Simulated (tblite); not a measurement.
**Run report: C3H10FPSi, molecular dynamics (part 1 of 3)**

The run: molecular dynamics of C3H10FPSi, SMILES FCCC[SiH2]P. Method and program: GFN2-xTB Langevin dynamics, gas phase (tblite 0.8.0).

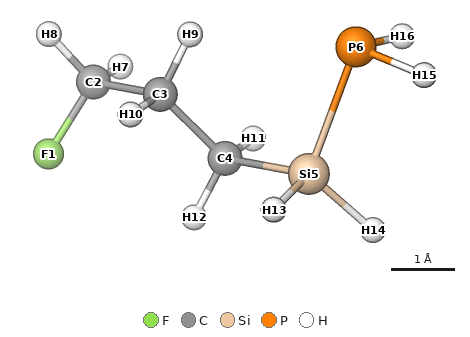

Fig. 1: The starting structure (ball-and-stick view, seen at a tilt; atoms are numbered from 1 in the order of the input). Bond lengths as drawn: C–C 1.52 to 1.53 Å, C–F 1.38 Å, C–H 1.09 to 1.10 Å, C–Si 1.91 Å, H–P 1.38 Å, H–Si 1.47 Å and P–Si 2.24 Å.

**Input**
```
{"job": {"kind": "md", "xc": "GFN2-xTB", "basis": "xTB", "temperature": 200, "steps": 2000, "every": 50}, "charge": 0, "multiplicity": 1}
F     -3.152340    -0.106615     0.340930
C     -2.345330     0.567992    -0.546046
C     -0.929210     0.679555     0.000983
C     -0.262284    -0.684163     0.150242
Si     1.511351    -0.545767     0.832520
P      2.572225     0.965336    -0.444006
H     -2.374265     0.002296    -1.483748
H     -2.798981     1.554346    -0.689465
H     -0.350974     1.308349    -0.681422
H     -0.969794     1.179024     0.971087
H     -0.254539    -1.184050    -0.821079
H     -0.863893    -1.302894     0.816102
H      1.506880    -0.015945     2.200748
H      2.134167    -1.876151     0.831149
H      3.832670     0.677777     0.042851
H      2.736721     0.125101    -1.532258
```

The first line tells a small driver script what to run in tblite; the rest is the geometry in Å.

Run on 1 CPU thread, shared host.

Command:
```bash
OMP_NUM_THREADS=1 python <driver script> task.json out
```

**The program's output**
```
t/fs     T/K      E/eV
    0.0   162.6   -557.68843
   25.0    93.4   -557.44274
   50.0   124.3   -557.48373
   75.0   165.6   -557.49182
  100.0   154.8   -557.46150
  125.0   140.6   -557.43869
  150.0   139.1   -557.34238
  175.0   167.5   -557.40807
  200.0   190.3   -557.39240
  225.0   182.5   -557.35648
  250.0   195.7   -557.33620
  275.0   225.6   -557.24280
  300.0   229.6   -557.31564
  325.0   224.7   -557.32434
  350.0   231.5   -557.32364
  375.0   187.5   -557.25292
  400.0   229.2   -557.29685
  425.0   174.9   -557.15315
  450.0   270.5   -557.41784
  475.0   196.5   -557.20944
  500.0   262.5   -557.35100
  525.0   200.4   -557.14935
  550.0   207.7   -557.14573
  575.0   222.5   -557.27530
  600.0   231.1   -557.31944
  625.0   210.3   -557.27667
  650.0   172.4   -557.20427
  675.0   186.4   -557.24243
  700.0   229.3   -557.29590
  725.0   200.7   -557.21826
  750.0   265.4   -557.33137
  775.0   156.6   -557.23281
  800.0   196.4   -557.26718
  825.0   183.4   -557.25643
  850.0   195.9   -557.35179
  875.0   129.7   -557.24285
  900.0   200.7   -557.29080
  925.0   200.4   -557.32214
  950.0   176.3   -557.24129
  975.0   203.9   -557.38216
 1000.0   216.5   -557.28142
```

**Trajectory as extended XYZ (Å, eV, eV/Å), 41 frames, from step=0 to step=40**
```
16
Properties=species:S:1:pos:R:3:forces:R:3 step=0 time_fs=0.0 energy=-557.68843 temperature=162.6
F    -3.1523   -0.1066    0.3409    0.0027   0.0066  -0.0015
C    -2.3453    0.5680   -0.5460   -0.0005   0.0029   0.0005
C    -0.9292    0.6796    0.0010   -0.0013   0.0015   0.0032
C    -0.2623   -0.6842    0.1502   -0.0063   0.0009  -0.0005
Si    1.5114   -0.5458    0.8325    0.0053  -0.0053  -0.0013
P     2.5722    0.9653   -0.4440   -0.0014  -0.0009   0.0025
H    -2.3743    0.0023   -1.4837    0.0040  -0.0003   0.0084
H    -2.7990    1.5543   -0.6895   -0.0056  -0.0034  -0.0075
H    -0.3510    1.3083   -0.6814   -0.0060  -0.0018   0.0047
H    -0.9698    1.1790    0.9711   -0.0012  -0.0022  -0.0021
H    -0.2545   -1.1840   -0.8211    0.0036  -0.0021   0.0041
H    -0.8639   -1.3029    0.8161   -0.0062   0.0018  -0.0075
H     1.5069   -0.0159    2.2007    0.0027  -0.0016  -0.0071
H     2.1342   -1.8762    0.8311    0.0068   0.0045   0.0032
H     3.8327    0.6778    0.0429    0.0031  -0.0039  -0.0004
H     2.7367    0.1251   -1.5323    0.0005   0.0032   0.0011
16
Properties=species:S:1:pos:R:3:forces:R:3 step=1 time_fs=25.0 energy=-557.44274 temperature=93.4
F    -3.1106   -0.1425    0.3956   -0.0235   0.3111  -0.4502
C    -2.3928    0.5505   -0.5792    0.1670  -2.0624  -0.4499
C    -0.9722    0.6978   -0.0731    1.1247  -0.4524  -1.0659
C    -0.2966   -0.6787    0.1626    0.3845  -0.2197  -0.8137
Si    1.5210   -0.5953    0.8046   -0.3840   0.3546   0.1744
P     2.5587    0.9523   -0.4287    0.8800  -0.5164  -0.7985
H    -2.4540   -0.0962   -1.5282    0.1174   0.7393   1.1394
H    -2.8906    1.4749   -0.7492   -0.4086   0.8208  -0.0528
H    -0.3746    1.2483   -0.8675   -0.5988  -0.3122   1.0497
H    -0.9945    1.2190    0.8797    0.1383   0.2768  -0.1090
H    -0.2935   -1.3126   -0.7601   -0.1247   0.6972   0.3727
H    -0.8826   -1.2492    0.8615   -0.2821  -0.1068   0.4088
H     1.4747   -0.0117    2.1507    0.0370  -0.0176   0.0821
H     2.2173   -1.8790    0.8990   -0.1075  -0.1073  -0.1087
H     3.8930    0.6727   -0.0738   -0.5070   0.1743   0.2530
H     2.7864    0.1164   -1.5577   -0.4127   0.4205   0.3688
16
Properties=species:S:1:pos:R:3:forces:R:3 step=2 time_fs=50.0 energy=-557.48373 temperature=124.3
F    -3.1648   -0.1116    0.4882    0.3427   0.4594  -0.2646
C    -2.4175    0.4825   -0.5219   -1.1270  -0.1841  -1.1395
C    -0.9686    0.6366   -0.1391    0.3362  -0.3354   0.0309
C    -0.3355   -0.7144    0.1985   -0.2724  -0.8212  -0.0582
Si    1.4562   -0.5816    0.8142   -0.3439   0.5123   0.4328
P     2.5438    0.9582   -0.3924    0.4876  -0.3893  -0.0595
H    -2.5655   -0.2082   -1.4124    0.2466   0.6933   0.7566
H    -2.8862    1.4825   -0.7606    0.2587  -0.8892   0.3213
H    -0.4234    1.0830   -1.0126   -0.4080  -0.0220   0.9580
H    -0.9509    1.2467    0.7847    0.3150   0.0458  -0.6672
H    -0.3506   -1.4250   -0.6577   -0.1058   0.6420   0.1741
H    -0.9421   -1.2392    0.9636    0.2475   0.4396  -0.2397
H     1.4763   -0.0882    2.2152    0.0487  -0.0820  -0.2721
H     1.9742   -1.9254    0.7709    0.3454  -0.4684  -0.0061
H     3.7744    0.3971   -0.0665   -0.0280   0.3510   0.2234
H     2.6210    0.2146   -1.5554   -0.3432   0.0483  -0.1903
16
Properties=species:S:1:pos:R:3:forces:R:3 step=3 time_fs=75.0 energy=-557.49182 temperature=165.6
F    -3.2062   -0.0160    0.5860   -0.0821   0.1503   0.3024
C    -2.5057    0.4420   -0.5009   -0.0531   0.0390   0.0248
C    -1.0198    0.5637   -0.1641   -1.0484  -0.6407   0.7985
C    -0.3918   -0.7710    0.1783    0.0779  -0.0900   1.3257
Si    1.3927   -0.5659    0.8383    0.5590  -0.9978  -0.0595
P     2.5211    0.9527   -0.3310   -0.2157   0.4895  -0.4055
H    -2.7534   -0.2782   -1.2807    0.3108  -0.0501  -0.3049
H    -2.9055    1.4276   -0.7644   -0.1232  -0.0376   0.0423
H    -0.5148    0.9000   -1.0164    0.6797   1.0201  -1.2263
H    -0.9548    1.2771    0.6618    0.2289  -0.0747  -0.0775
H    -0.4235   -1.4288   -0.6609    0.0847  -0.3444  -0.7697
H    -0.9844   -1.2838    0.9464    0.0655   0.1759   0.0307
H     1.5128   -0.2010    2.2511   -0.1607   0.0608   0.0010
H     2.1642   -1.8552    0.6488   -0.4775   0.3841   0.1541
H     3.7633    0.4101   -0.1858    0.3064  -0.1439   0.2894
H     2.3871    0.2796   -1.5278   -0.1523   0.0594  -0.1255
16
Properties=species:S:1:pos:R:3:forces:R:3 step=4 time_fs=100.0 energy=-557.46150 temperature=154.8
F    -3.2259    0.1139    0.6462   -0.4451   0.1962   0.5034
C    -2.5689    0.4191   -0.5127    0.7823  -0.7141   0.5696
C    -1.0728    0.5378   -0.1645   -0.5355  -0.8296   1.0254
C    -0.4371   -0.8238    0.1861    0.2588   0.8855   0.7189
Si    1.3502   -0.5667    0.9215   -1.1002   0.5122  -0.0665
P     2.4912    0.9590   -0.2943   -0.0307  -0.4210   0.3276
H    -2.8401   -0.4115   -1.1581    0.3875  -0.1995  -0.4893
H    -2.9754    1.3255   -0.9066   -0.2812   0.7839  -0.1594
H    -0.5205    0.9035   -0.9873    0.4051   0.7967  -0.8856
H    -0.9865    1.2152    0.7129   -0.0528  -0.2796  -0.6181
H    -0.4933   -1.4610   -0.6721    0.2080  -0.3461  -0.5351
H    -1.0091   -1.3158    0.9643   -0.2052  -0.0114   0.1546
H     1.1502   -0.0173    2.2910    0.1748  -0.0733  -0.3314
H     1.8762   -1.9033    1.0220    0.4190  -0.4603   0.0137
H     3.6821    0.2472   -0.1073   -0.1899   0.2042  -0.2677
H     2.1749    0.3641   -1.5106    0.2051  -0.0439   0.0399
16
Properties=species:S:1:pos:R:3:forces:R:3 step=5 time_fs=125.0 energy=-557.43869 temperature=140.6
F    -3.2904    0.2012    0.6584   -0.0884   0.2297   0.5049
C    -2.5382    0.3102   -0.4742   -0.2033   0.8695  -0.6315
C    -1.0720    0.5188   -0.1439    0.6670  -0.1577  -0.2617
C    -0.4233   -0.8082    0.2527   -0.6109  -0.2806  -0.8208
Si    1.2635   -0.5840    1.0013    1.4572   0.8032   0.1069
P     2.4906    0.9337   -0.2519   -0.4683  -0.0865   0.9578
H    -2.7526   -0.6160   -0.9924    0.2444  -0.2650  -0.5207
H    -2.9365    1.1787   -1.0534    0.0886  -0.4628   0.3325
H    -0.4832    0.9804   -0.9780   -0.7153  -0.3656   0.4323
H    -0.9912    1.1934    0.6963   -0.1661   0.3585   0.2407
H    -0.3392   -1.4124   -0.6656   -0.1173  -0.0467   0.2921
H    -1.0932   -1.3362    0.9355    0.1202   0.0148  -0.0427
H     1.2113    0.1120    2.2845   -0.1178   0.0298   0.1546
H     1.9647   -1.8464    1.2262   -0.0137  -0.1576  -0.1084
H     3.7655    0.4571    0.1051   -0.4935  -0.1388  -0.4796
H     2.2977    0.3138   -1.4619    0.4172  -0.3441  -0.1564
16
Properties=species:S:1:pos:R:3:forces:R:3 step=6 time_fs=150.0 energy=-557.34238 temperature=139.1
F    -3.3320    0.2494    0.6201    0.2022   0.1233  -0.3415
C    -2.5168    0.2972   -0.5182   -1.3083   1.0112   0.1229
C    -1.1029    0.4942   -0.0709    1.9426   0.6282  -0.2384
C    -0.4651   -0.8441    0.3210    0.3684   0.3962  -0.3877
Si    1.3135   -0.5400    1.0561   -0.7696  -1.6361  -0.2118
P     2.4466    0.8331   -0.2420   -0.0675   0.4140  -0.0077
H    -2.7011   -0.6699   -0.9846    0.1824   0.0315  -0.3593
H    -2.9403    1.1511   -1.1399    0.5135  -0.8843   0.5538
H    -0.4204    0.9973   -0.8290   -1.0317  -0.5817   0.2898
H    -1.0227    1.1728    0.7897   -0.5331  -0.1023  -0.0751
H    -0.4571   -1.4538   -0.6097    0.0421   0.0086   0.8406
H    -1.1171   -1.2724    1.0853    0.2364  -0.3331  -0.2543
H     1.0939   -0.0228    2.3823    0.0996   0.2874   0.4445
H     1.9695   -1.9164    1.1722   -0.3001   0.7307  -0.0370
H     3.6437    0.3998    0.3148    0.0138  -0.0901  -0.4243
H     2.3586   -0.0520   -1.3110    0.4093  -0.0036   0.0855
16
Properties=species:S:1:pos:R:3:forces:R:3 step=7 time_fs=175.0 energy=-557.40807 temperature=167.5
F    -3.3778    0.2673    0.5831    0.3056  -0.3288  -0.4634
C    -2.4864    0.3679   -0.4968   -2.0296  -0.6118  -0.1359
C    -1.1050    0.4487   -0.0260    1.9120   0.4724   1.0202
C    -0.4007   -0.8452    0.3977   -0.8458   0.7177   0.1481
Si    1.3070   -0.5739    1.1292    0.5139   1.0974  -0.1547
P     2.4479    0.7378   -0.2986   -0.0035   0.2193  -0.1662
H    -2.6737   -0.5094   -1.1789    0.0199   0.6709   0.6226
H    -2.7900    1.3044   -0.9723    0.0042  -0.0569  -0.2608
H    -0.5455    0.8882   -0.8228    0.6379   0.4039  -0.7124
H    -1.0244    1.1532    0.8177   -0.2824  -0.0693  -0.1562
H    -0.3416   -1.4800   -0.4637   -0.0940  -0.6259  -0.3076
H    -1.0479   -1.2565    1.1545   -0.1476  -0.6785   0.1800
H     1.3589    0.3183    2.3047   -0.1857  -0.2847   0.0081
H     1.9497   -1.8320    1.3285    0.3024  -0.7446   0.2531
H     3.6935    0.5858    0.2910   -0.1377  -0.1333  -0.1142
H     2.7008   -0.1430   -1.3418    0.0303  -0.0480   0.2393
16
Properties=species:S:1:pos:R:3:forces:R:3 step=8 time_fs=200.0 energy=-557.39240 temperature=190.3
F    -3.4810    0.2463    0.5270    0.5156  -0.4463   0.1930
C    -2.5129    0.3407   -0.4633   -0.0997  -0.4217   0.5422
C    -1.0583    0.4592    0.0326   -0.9291  -0.9552   0.6136
C    -0.4356   -0.8979    0.4520   -0.5909   1.1862   0.7298
Si    1.3234   -0.5476    1.1848   -0.2878  -0.7468  -0.0727
P     2.4713    0.7059   -0.3413   -0.0787  -0.8470  -0.1141
H    -2.6492   -0.5265   -1.1336    0.0845   0.1510   0.3088
H    -2.8301    1.2308   -0.9580    0.0861   0.8436  -0.7633
H    -0.5526    0.8496   -0.8084    0.8749   0.4184  -0.9200
H    -0.9612    1.1795    0.8423   -0.3006   0.0090   0.0933
H    -0.4497   -1.5288   -0.4009    0.3603  -0.5884  -0.8472
H    -1.1464   -1.3808    1.1457    0.5723   0.2638   0.1218
H     1.1504    0.2149    2.4367    0.1094  -0.0246  -0.1765
H     1.8772   -1.9144    1.5199   -0.0534   0.6314  -0.1561
H     3.7058    0.6268    0.2566    0.1238   0.1703   0.3801
H     2.8625   -0.4079   -1.1161   -0.3865   0.3564   0.0673
16
Properties=species:S:1:pos:R:3:forces:R:3 step=9 time_fs=225.0 energy=-557.35648 temperature=182.5
F    -3.4442    0.2376    0.5438    0.0591  -0.3373   0.3724
C    -2.5267    0.2776   -0.4858    0.1142   0.6600   0.7902
C    -1.1148    0.4789    0.0718    0.9438  -0.2610  -0.6622
C    -0.4293   -0.8495    0.5405   -1.8997  -0.5430  -1.1258
Si    1.2864   -0.4852    1.1934    0.5909  -0.9086   0.4786
P     2.4682    0.6323   -0.3226    1.0641  -0.2229   0.1032
H    -2.6637   -0.6172   -1.0452    0.1153  -0.9665  -0.4182
H    -2.9064    1.0998   -1.0668    0.2891   0.6881  -0.5747
H    -0.4373    1.0175   -0.6846   -0.9868  -0.8625   0.7500
H    -1.1814    1.1406    0.9253   -0.1176   0.1925   0.2134
H    -0.4681   -1.5783   -0.3232    0.3920   0.7711   0.6230
H    -1.0928   -1.3663    1.2829    0.6102   0.6931  -0.3019
H     1.1173    0.3463    2.3739    0.0850   0.1803   0.2215
H     1.9879   -1.7652    1.5816   -0.3260   0.4888  -0.1208
H     3.6939    0.4425    0.3625   -0.5529   0.4797  -0.0218
H     2.8524   -0.4950   -1.0263   -0.3807  -0.0518  -0.3269
16
Properties=species:S:1:pos:R:3:forces:R:3 step=10 time_fs=250.0 energy=-557.33620 temperature=195.7
F    -3.3852    0.2165    0.5745   -1.3896  -0.3131   1.3352
C    -2.5803    0.2697   -0.4931    0.5345   0.4457   0.0647
C    -1.2045    0.5300    0.0599    2.0366   0.4051  -1.0817
C    -0.5657   -0.7394    0.5806    0.0652  -1.3157  -0.7073
Si    1.1935   -0.4695    1.2756    0.0767   1.4719  -0.3603
P     2.4490    0.5856   -0.3031   -0.3270  -0.2768  -0.1255
H    -2.6568   -0.6844   -0.9775    0.0492  -0.6020  -0.5340
H    -2.9989    1.0549   -1.0974    0.0953   0.5265  -0.6330
H    -0.4715    0.9830   -0.7096   -1.2239  -0.4975   0.8374
H    -1.2412    1.1938    0.9060   -0.3320   0.6391   0.1021
H    -0.5769   -1.4930   -0.2686    0.3240   0.6297   0.8043
H    -1.1844   -1.2120    1.3533    0.0131   0.2777  -0.0432
H     1.3425    0.5440    2.3666   -0.3213  -0.3391  -0.2070
H     1.6779   -1.7059    1.7600    0.4390  -1.0429   0.3455
H     3.6727    0.5222    0.3174    0.0486  -0.0230   0.2606
H     2.7502   -0.5405   -1.0479   -0.0885   0.0142  -0.0578
16
Properties=species:S:1:pos:R:3:forces:R:3 step=11 time_fs=275.0 energy=-557.24280 temperature=225.6
F    -3.4599    0.1917    0.6521    0.7812  -0.2427   0.0479
C    -2.5597    0.2512   -0.4132   -0.9364  -0.0733  -0.4058
C    -1.1351    0.5704   -0.0271   -0.3634   1.5345   1.3095
C    -0.5833   -0.6363    0.6272    1.1740  -1.7994  -0.0924
Si    1.1798   -0.4327    1.3558   -0.0785  -1.5410  -0.2706
P     2.3864    0.5054   -0.2929   -0.0156   0.3403   0.4453
H    -2.5653   -0.7594   -0.8885   -0.2865   0.6422   0.1319
H    -3.0522    1.0089   -1.0267    0.3381   0.0021  -0.5067
H    -0.5305    0.8822   -0.8753   -0.1874   0.0307  -0.1661
H    -1.0950    1.3824    0.7536   -0.3136  -0.2948  -0.8861
H    -0.5048   -1.4155   -0.1551   -0.1303  -0.0282   0.3394
H    -1.2931   -0.9990    1.3668    0.1061  -0.0519   0.1343
H     1.0010    0.4845    2.4490    0.2518   0.3548   0.4630
H     1.7730   -1.8437    1.8363   -0.5884   1.3302  -0.4008
H     3.5041    0.2367    0.4633    0.3282   0.1173  -0.1856
H     2.5990   -0.5643   -1.1297   -0.0794  -0.3208   0.0428
16
Properties=species:S:1:pos:R:3:forces:R:3 step=12 time_fs=300.0 energy=-557.31564 temperature=229.6
F    -3.4660    0.1713    0.7283    0.6991   0.0310  -0.9288
C    -2.6591    0.3365   -0.4352   -1.3976  -0.2556   0.3058
C    -1.2293    0.5649   -0.0321    0.5531   0.5123   1.6202
C    -0.5692   -0.6136    0.6972   -0.4878   0.2029   0.6423
Si    1.1810   -0.4312    1.4268    0.0736   1.2445  -0.2810
P     2.3178    0.3975   -0.2991   -0.3232   0.2532  -0.3604
H    -2.7889   -0.6168   -1.0228    0.0648   0.8555   0.4556
H    -3.1494    1.2120   -0.9562    0.6806  -0.8280   0.3059
H    -0.6091    0.7396   -0.8582    0.5769   0.4081  -1.6315
H    -1.1277    1.4810    0.5981   -0.3835  -0.5564  -0.2165
H    -0.5315   -1.4581    0.0189   -0.2341  -0.3040  -0.0468
H    -1.1831   -0.8575    1.5645   -0.2730  -0.3175  -0.1465
H     1.4367    0.5446    2.4938   -0.2706  -0.0377   0.0594
H     1.5592   -1.7213    1.8935    0.2844  -0.8552   0.2986
H     3.6180    0.4020    0.1560    0.0017  -0.3865   0.0832
H     2.3070   -0.8530   -0.8831    0.4355   0.0333  -0.1595
```
